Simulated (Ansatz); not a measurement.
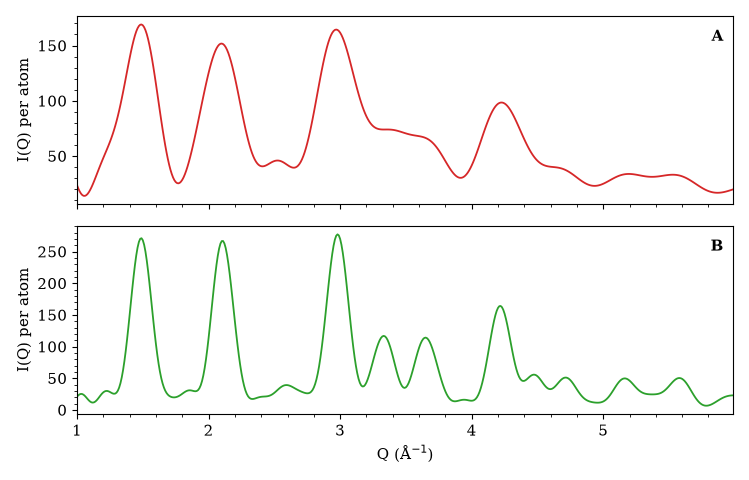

X-ray scattering of spheres cut from the crystal structure of NaCrF3 (Pm-3m, a = 4.210 Å, b = 4.210 Å, c = 4.210 Å, α = 90.00°, β = 90.00°, γ = 90.00°), calculated atom by atom with the Debye equation (B = 0.5 Å², no relaxation of the surface). It is based on the geometry relaxed (final pressure about -6 GPa) with DFT, PAW plane waves, r2scan (Ansatz 0.2.0); the starting structure was generated, so it need not be a known form of this composition.

> The spheres are 20 and 36 Å across. Which curve is which?

curve A: 20 Å (293 atoms); curve B: 36 Å (1653 atoms). Peak widths go roughly as 2π/D, so the largest sphere has the sharpest peaks.

> Index the main peaks of the largest sphere.

Q ≈ 1.49 Å⁻¹: 100; Q ≈ 2.11 Å⁻¹: 110; Q ≈ 2.59 Å⁻¹: 111; Q ≈ 2.98 Å⁻¹: 200; Q ≈ 3.33 Å⁻¹: 210; Q ≈ 3.65 Å⁻¹: 211.
